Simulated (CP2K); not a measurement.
**GFN2-xTB run of CH5OSn (SMILES [CH3][SnH][OH])**

What is the energy difference between two shapes of CH5OSn at GFN2-xTB? 

The calculation is run with CP2K 2026.2.

2 further runs of the same task are left out: 1 that didn't finish, 1 set aside as unsound or not needed.

**1. Starting point**

CH5OSn has 8 atoms, charge 0, and is taken as a doublet. SMILES: `[CH3][SnH][OH]`. The shape comes from GFN2-xTB, which is rough for such elements, and wasn't checked as a minimum. This is one conformer, not always the lowest.

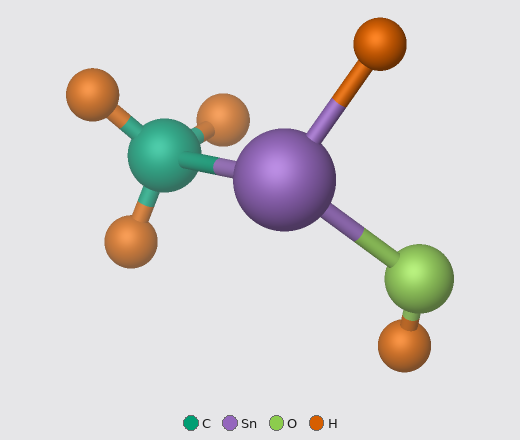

The structure, seen from a chosen angle (carbon teal, tin purple, oxygen green, hydrogen orange).

**2. Energy and gradient at GFN2-xTB**

File job.inp:

```
&GLOBAL
    PROJECT job
    RUN_TYPE ENERGY_FORCE
    PRINT_LEVEL MEDIUM
&END GLOBAL

&FORCE_EVAL
    METHOD QS
    &DFT
        MULTIPLICITY 2
        UNRESTRICTED_KOHN_SHAM T
        &QS
            METHOD XTB
            EPS_DEFAULT 1.0E-10
            &XTB
                GFN_TYPE TBLITE
                &TBLITE
                    METHOD GFN2
                &END TBLITE
                CHECK_ATOMIC_CHARGES F
            &END XTB
        &END QS
        &POISSON
            PERIODIC NONE
            POISSON_SOLVER ANALYTIC
        &END POISSON
        # SCF settings
        &SCF
            SCF_GUESS ATOMIC
            EPS_SCF 1.0E-06
            MAX_SCF 150
            ADDED_MOS 8
            &DIAGONALIZATION
                ALGORITHM STANDARD
            &END DIAGONALIZATION
            &MIXING
                METHOD DIRECT_P_MIXING
                ALPHA 0.4
            &END MIXING
        &END SCF
        &PRINT
            &MOMENTS
                PERIODIC F
                REFERENCE COM
                MAX_MOMENT 1
            &END MOMENTS
            &MO ON
                ENERGIES T
                OCCUPATION_NUMBERS T
                NDIGITS 6
                &EACH
                    QS_SCF 0
                &END EACH
                ADD_LAST NUMERIC
            &END MO
            &HIRSHFELD OFF
            &END HIRSHFELD
        &END PRINT
    &END DFT
    # structure
    &SUBSYS
        # box in angstrom
        &CELL
            ABC 13.7 14.2 12.4
            PERIODIC NONE
        &END CELL
        &COORD
            C     -0.875580     0.965130    -0.071450
            Sn     1.268360     0.069770     0.264970
            O      0.817530    -1.907630     0.490730
            H     -0.814850     2.013300    -0.332560
            H     -1.447950     0.826230     0.839820
            H     -1.297050     0.386810    -0.884940
            H      2.244950    -0.154450    -1.359240
            H      0.104600    -2.199150     1.052660
        &END COORD
        &TOPOLOGY
            &CENTER_COORDINATES
            &END CENTER_COORDINATES
        &END TOPOLOGY
    &END SUBSYS
    &PRINT
        &FORCES ON
        &END FORCES
    &END PRINT
&END FORCE_EVAL
```

On the command line:

```
OMP_NUM_THREADS=1 cp2k.psmp -i job.inp > job.out 2>&1
```

What it wrote:

```text
CP2K| version string:                                       CP2K version 2026.2
[...]
 GLOBAL| Method name                                                        CP2K
[...]
 GLOBAL| Run type                                                   ENERGY_FORCE
[...]
                             - Atoms:                                          8
[...]
                             - Spherical basis functions:                     22
[...]
 Number of electrons:                                                         10
[...]
  *** SCF run converged in    32 steps ***
[...]
  Fermi energy:                                                -0.35459831507799
[...]
 TB_DIPOLE| Moment [Debye]         -0.81299516       2.08698444       1.02597287
 TB_DIPOLE| Derivative [a.u.]       0.00000000       0.00000000       0.00000000
[...]
 ENERGY| Total FORCE_EVAL ( QS ) energy [hartree]            -10.819907391607725
 FORCES| Atomic forces [hartree/bohr]
 FORCES|   Atom     x               y               z               |f|
 FORCES|      1 -3.36293667E-05 -1.88516903E-04  4.61220695E-04   4.99393719E-04
 FORCES|      2 -8.53526708E-04  3.45120398E-04  1.96664801E-03   2.17147884E-03
 FORCES|      3  4.07138844E-04  3.58523849E-04 -8.27250484E-05   5.48766637E-04
 FORCES|      4 -1.73202102E-04  3.42633118E-04 -7.87882225E-05   3.91923469E-04
 FORCES|      5 -4.29181153E-04  1.46956805E-04 -2.76225410E-07   4.53643959E-04
 FORCES|      6 -1.75859060E-04 -1.16507910E-04  1.19044935E-05   2.11287053E-04
 FORCES|      7  1.75264859E-03 -6.00656351E-04 -2.29294106E-03   2.94790499E-03
 FORCES|      8 -4.94389043E-04 -2.87553007E-04  1.49573500E-05   5.72128465E-04
 FORCES| Sum     5.26922256E-17  1.06793914E-17  1.07463070E-16
 FORCES| Total atomic force                                       1.20161689E-16
[...]
```

Wall time 0.59 s (1 thread of Arm Neoverse N1, shared host); peak memory 0.14 GiB.

**3. The distorted shape at the same level**

File qs.inp:

```
&GLOBAL
  PROJECT_NAME qs
  RUN_TYPE ENERGY_FORCE
  PRINT_LEVEL MEDIUM
&END

&FORCE_EVAL
  METHOD QS
  &DFT
    MULTIPLICITY 2
    UKS T
    &QS
      METHOD XTB
      EPS_DEFAULT 1.0E-10
      &XTB
        GFN_TYPE TBLITE
        &TBLITE
          METHOD GFN2
        &END
        CHECK_ATOMIC_CHARGES F
      &END
    &END
    ! cluster boundary conditions
    &POISSON
      PERIODIC NONE
      POISSON_SOLVER ANALYTIC
    &END
    &SCF
      SCF_GUESS ATOMIC
      EPS_SCF 1.0E-06
      MAX_SCF 150
      ADDED_MOS 8
      &DIAGONALIZATION
        ALGORITHM STANDARD
      &END
      &MIXING
        METHOD DIRECT_P_MIXING
        ALPHA 0.4
      &END
    &END
    ! extra output
    &PRINT
      &MOMENTS
        PERIODIC F
        REFERENCE COM
        MAX_MOMENT 1
      &END
      &MO ON
        ENERGIES T
        OCCUPATION_NUMBERS T
        NDIGITS 6
        &EACH
          QS_SCF 0
        &END
        ADD_LAST NUMERIC
      &END
      &HIRSHFELD OFF
      &END
    &END
  &END
  ! atoms, cell and kinds
  &SUBSYS
    ! vacuum box
    &CELL
      ABC 13.8 14.3 12.3
      PERIODIC NONE
    &END
    &COORD
      C     -0.867469     1.036278    -0.085239
      Sn     1.277695     0.127006     0.287907
      O      0.833571    -1.940449     0.537746
      H     -0.780644     2.011958    -0.281893
      H     -1.481646     0.768555     0.796133
      H     -1.302512     0.444452    -0.928637
      H      2.277267    -0.161746    -1.280652
      H      0.012407    -2.272139     1.062702
    &END
    &TOPOLOGY
      &CENTER_COORDINATES
      &END
    &END
  &END
  &PRINT
    &FORCES ON
    &END
  &END
&END
```

On the command line:

```
OMP_NUM_THREADS=1 cp2k.psmp -i qs.inp -o qs.out
```

What it wrote:

```text
CP2K| version string:                                       CP2K version 2026.2
[...]
 GLOBAL| Method name                                                        CP2K
[...]
 GLOBAL| Run type                                                   ENERGY_FORCE
[...]
                             - Atoms:                                          8
[...]
                             - Spherical basis functions:                     22
[...]
 Number of electrons:                                                         10
[...]
  *** SCF run converged in    39 steps ***
[...]
  Fermi energy:                                                -0.35644044359940
[...]
 TB_DIPOLE| Moment [Debye]         -0.93612304       2.44170428       0.82550693
 TB_DIPOLE| Derivative [a.u.]       0.00000000       0.00000000       0.00000000
[...]
 ENERGY| Total FORCE_EVAL ( QS ) energy [hartree]            -10.807593315096938
 FORCES| Atomic forces [hartree/bohr]
 FORCES|   Atom     x               y               z               |f|
 FORCES|      1 -1.96515445E-02 -8.41503423E-02  8.56813733E-03   8.68382191E-02
 FORCES|      2 -7.07024951E-03 -1.64483839E-02  6.31583200E-03   1.89849281E-02
 FORCES|      3 -3.73341739E-02 -3.19630987E-03  2.39350912E-02   4.44628556E-02
 FORCES|      4  1.40512561E-03  6.40776991E-02 -1.14933197E-02   6.51154536E-02
 FORCES|      5  7.98182083E-03  9.20760740E-03 -5.98667709E-03   1.35768111E-02
 FORCES|      6  1.01047597E-02  1.16975006E-02  9.21174475E-03   1.79942750E-02
 FORCES|      7  3.04888667E-03 -3.69582049E-04 -4.28354177E-03   5.27077138E-03
 FORCES|      8  4.15153751E-02  1.91818110E-02 -2.62672668E-02   5.27393358E-02
 FORCES| Sum    -1.11022302E-16  7.97972799E-17  3.12250226E-17
 FORCES| Total atomic force                                       1.40244642E-16
[...]
```

Wall time 0.6 s (1 thread of Arm Neoverse N1, shared host); peak memory 0.14 GiB.

**4. Summary of results**

Level: GFN2-xTB.

```
                                                  quantity         value
                                 first shape: total energy  -10.81991 Eh
    first shape: dipole moment (from atomic charges alone)        2.46 D
           first shape: HOMO energy (highest over α and β)      -9.90 eV
            first shape: LUMO energy (lowest over α and β)      -9.40 eV
                     first shape: largest force on an atom    0.152 eV/Å
                             distorted shape: total energy  -10.80759 Eh
distorted shape: dipole moment (from atomic charges alone)        2.74 D
       distorted shape: HOMO energy (highest over α and β)      -9.95 eV
        distorted shape: LUMO energy (lowest over α and β)      -9.45 eV
                 distorted shape: largest force on an atom    4.465 eV/Å
                    energy change with the atoms displaced      0.335 eV
```

In words: With the atoms displaced the energy rises by 0.34 eV (7.7 kcal/mol). The first shape isn't relaxed at this level, so the change isn't measured from a minimum. The dipole (first shape) comes from point charges on the atoms alone, without atomic dipoles, so it is partial. The dipole (distorted shape) comes from point charges on the atoms alone, without atomic dipoles, so it is partial.
